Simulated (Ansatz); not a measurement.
# C2H7NSi (SMILES NC1C[SiH2]1): PBE0/def2-SVP

Aim: the electronic atomisation energy of C2H7NSi at PBE0/def2-SVP, from 5 runs. 

Program for the calculation: Ansatz 0.2.0.

61 further runs of the same task are left out: 61 set aside as unsound or not needed.

## 1. The system as given

The species is C2H7NSi (11 atoms), meant as a singlet with charge 0. As SMILES, `NC1C[SiH2]1`. The coordinates come from a PBE0-D4/def2-TZVP relaxation. This is one conformer, not always the lowest.

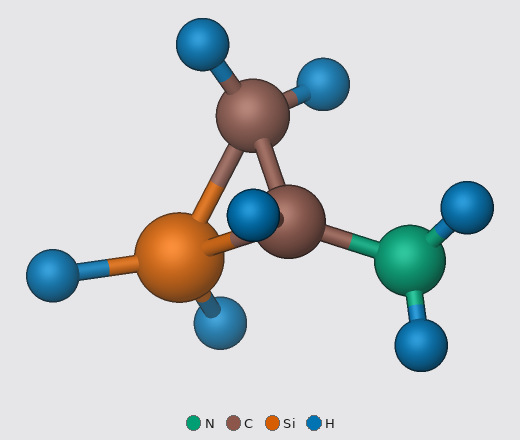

Viewed from a chosen angle; nitrogen teal, carbon brown, silicon orange, hydrogen blue.

## 2. A single-point energy at PBE0/def2-SVP

input.yaml reads:

```yaml
crystal:
  periodic: [false, false, false]
  atoms:
    - {symbol: N, position_ang: [-1.337200, 0.826100, -0.314200]}
    - {symbol: C, position_ang: [0.048100, 0.587400, -0.015100]}
    - {symbol: C, position_ang: [0.296100, -0.519700, 1.025200]}
    - {symbol: Si, position_ang: [0.845000, -0.955900, -0.685100]}
    - {symbol: H, position_ang: [-1.450400, 1.288300, -1.206000]}
    - {symbol: H, position_ang: [-1.774000, 1.401500, 0.397500]}
    - {symbol: H, position_ang: [0.701400, 1.454200, 0.118600]}
    - {symbol: H, position_ang: [1.025100, -0.311700, 1.801300]}
    - {symbol: H, position_ang: [-0.607900, -0.997000, 1.390600]}
    - {symbol: H, position_ang: [2.288700, -0.939900, -1.005500]}
    - {symbol: H, position_ang: [0.030300, -1.890100, -1.486800]}
basis:
  gaussian: {orbitals: def2-SVP}
hamiltonian: {xc: pbe0}
accuracy: high
output: {orbitals: {seedname: orbitals}}
```

Command:

```
$ ansatz run input.yaml --threads 1 --pin off --max-ram 3480MiB --events-out events.jsonl --progress --plain --runs-dir runs
```

Standard output:

```text
Warning: RAYON_NUM_THREADS=1 ignored (pool sized by the plan → 1); use --threads N
Functional definition: PBE0
  name "PBE0"
  parameter a = 0.25
  parameter kappa = 0.804
  parameter beta = 0.06672455060314922
  exchange = (1 - a)*pbe_x(kappa = kappa, mu = beta*pi^2/3) + a*exact_x
  correlation = pbe_c(beta = beta)
2284 factors; integrals over basis functions are off by at most 3.9e-9 eV
mean field evaluation 1: about -11533.2079 eV, gradient 5.8e1 eV
mean field evaluation 2: about -11523.6258 eV, gradient 8.2e1 eV
mean field evaluation 4: about -11541.1951 eV, gradient 3.5e0 eV
mean field evaluation 8: about -11541.4687 eV, gradient 1.2e-1 eV
mean field evaluation 16: about -11541.4687 eV, gradient 4.6e-5 eV
mean field -11541.46870700 eV, -424.1411518938 hartree, gradient 8.8e-9 eV, S^2 0.000000; 0 other end points of the search recorded, 0 dependent functions left out
reference -11541.46870961 eV, -424.1411519898 hartree; 20, 20 occupied and 75, 75 virtual orbitals, 2284 factors
Total energy: -11541.46870961 eV, -424.1411519898 hartree
```

Wall time 8.1 s (1 thread of Arm Neoverse V2, shared host); peak memory 0.33 GiB.

## 3. The C atom

in.yaml reads:

```yaml
basis:
  gaussian: {orbitals: def2-SVP}
crystal:
  periodic: [false, false, false]
  atoms:
    - {symbol: C, position_ang: [0.000000, 0.000000, 0.000000]}
magnetization: {spin_polarized: true, initial_magnetization: 2}
hamiltonian: {xc: pbe0}
accuracy: high
```

Command:

```
$ ansatz run in.yaml --threads 1 --pin off --max-ram 3480MiB --events-out events.jsonl --progress --plain --runs-dir runs
```

Standard output:

```text
Warning: RAYON_NUM_THREADS=1 ignored (pool sized by the plan → 1); use --threads N
Functional definition: PBE0
  name "PBE0"
  parameter a = 0.25
  parameter kappa = 0.804
  parameter beta = 0.06672455060314922
  exchange = (1 - a)*pbe_x(kappa = kappa, mu = beta*pi^2/3) + a*exact_x
  correlation = pbe_c(beta = beta)
95 factors; integrals over basis functions are off by at most 1.9e-9 eV
mean field evaluation 1: about -1027.4469 eV, gradient 3.5e0 eV
mean field evaluation 2: about -1027.5152 eV, gradient 8.1e-1 eV
mean field evaluation 4: about -1027.5196 eV, gradient 2.5e-1 eV
mean field evaluation 8: about -1027.5200 eV, gradient 2.8e-5 eV
mean field -1027.52000482 eV, -37.7606636989 hartree, gradient 3.8e-8 eV, S^2 2.002432; 0 other end points of the search recorded, 0 dependent functions left out
reference -1027.52000597 eV, -37.7606637411 hartree; 4, 2 occupied and 10, 12 virtual orbitals, 95 factors
Total energy: -1027.52000597 eV, -37.7606637411 hartree
```

Wall time 0.24 s (1 thread of Arm Neoverse V2, shared host).

## 4. The H atom, same level

in.yaml reads:

```yaml
crystal:
  periodic: [false, false, false]
  atoms:
    - symbol: H
      position_ang: [0.000000, 0.000000, 0.000000]
basis:
  gaussian:
    orbitals: def2-SVP
magnetization:
  spin_polarized: true
  initial_magnetization: 1
hamiltonian:
  xc: pbe0
accuracy: high
```

Run the same way, it converges to -0.50029 Eh (log not shown).

## 5. The N atom at the same level

molecule.yaml reads:

```yaml
crystal:
  periodic: [false, false, false]
  atoms:
    - symbol: "N"
      position_ang: [0.000000, 0.000000, 0.000000]
basis:
  gaussian:
    orbitals: def2-SVP
magnetization:
  spin_polarized: true
  initial_magnetization: 3
accuracy: high
hamiltonian:
  xc: {name: PBE0}
```

Command:

```
$ ansatz run molecule.yaml --threads 1 --pin off --max-ram 3480MiB --events-out events.jsonl --progress --plain --runs-dir runs
```

Standard output:

```text
Warning: RAYON_NUM_THREADS=1 ignored (pool sized by the plan → 1); use --threads N
Functional definition: PBE0
  name "PBE0"
  parameter a = 0.25
  parameter kappa = 0.804
  parameter beta = 0.06672455060314922
  exchange = (1 - a)*pbe_x(kappa = kappa, mu = beta*pi^2/3) + a*exact_x
  correlation = pbe_c(beta = beta)
95 factors; integrals over basis functions are off by at most 1.5e-9 eV
mean field evaluation 1: about -1482.3688 eV, gradient 3.9e0 eV
mean field evaluation 2: about -1482.4295 eV, gradient 1.9e0 eV
mean field evaluation 4: about -1482.4485 eV, gradient 8.0e-2 eV
mean field evaluation 8: about -1482.4485 eV, gradient 3.0e-4 eV
mean field -1482.44854787 eV, -54.4789792945 hartree, gradient 1.8e-8 eV, S^2 3.752521; 0 other end points of the search recorded, 0 dependent functions left out
reference -1482.44854869 eV, -54.4789793245 hartree; 5, 2 occupied and 9, 12 virtual orbitals, 95 factors
Total energy: -1482.44854869 eV, -54.4789793245 hartree
```

Wall time 0.22 s (1 thread of Arm Neoverse V2, shared host).

## 6. The Si atom

job.yaml reads:

```yaml
crystal:
  periodic: [false, false, false]
  atoms:
    - {symbol: Si, position_ang: [0.000000, 0.000000, 0.000000]}
basis:
  gaussian: {orbitals: def2-SVP}
hamiltonian: {xc: pbe0}
accuracy: high
magnetization: {spin_polarized: true, initial_magnetization: 2}
```

Run the same way, it converges to -289.15194 Eh (log not shown).

## 7. Outcome

Level: PBE0/def2-SVP.

```
                     quantity          value
       molecule: total energy  -424.14115 Eh
        molecule: HOMO energy       -6.21 eV
        molecule: LUMO energy        0.82 eV
      molecule: HOMO–LUMO gap        7.03 eV
         C atom: total energy   -37.76066 Eh
                 C atom: ⟨S²⟩          2.002
         H atom: total energy    -0.50029 Eh
                 H atom: ⟨S²⟩          0.750
         N atom: total energy   -54.47898 Eh
                 N atom: ⟨S²⟩          3.753
        Si atom: total energy  -289.15194 Eh
                Si atom: ⟨S²⟩          2.004
electronic atomisation energy      40.460 eV
```

Taking the molecule apart into free atoms costs 40.46 eV (933 kcal/mol), before zero-point energy and without spin-orbit coupling.
